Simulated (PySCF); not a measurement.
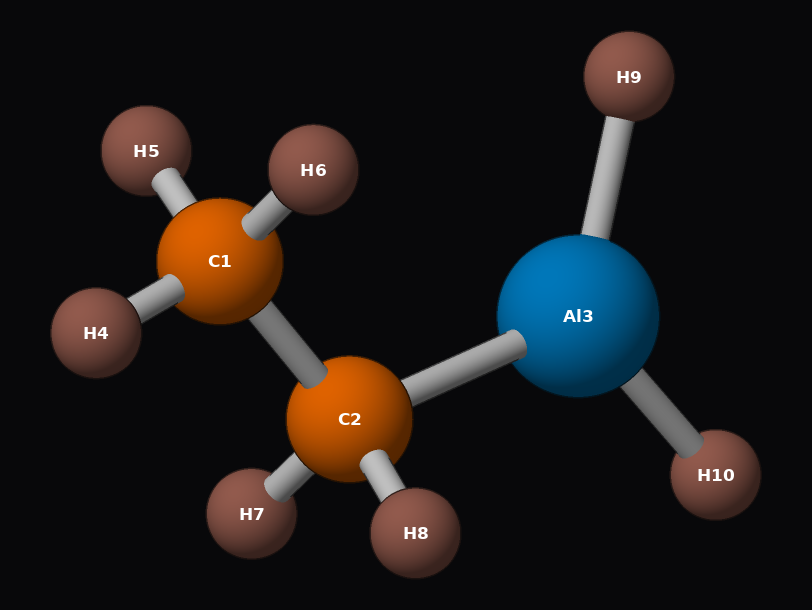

The questions are on isotropic NMR shieldings of the H atoms. Computed geometry: PBE0-D3(BJ)/def2-SVP optimisation. No frequency run is at hand to confirm it as a minimum. Level of theory: GIAO B97-2/pcSseg-2 NMR shielding, non-relativistic, gas phase (PySCF 2.14.0).

Give the isotropic NMR shieldings of the H atoms atom by atom.

| atom | σ (ppm) |
| --- | --- |
| H4 | 29.97 |
| H5 | 30.23 |
| H6 | 30.22 |
| H7 | 30.93 |
| H8 | 30.96 |
| H9 | 26.12 |
| H10 | 26.19 |
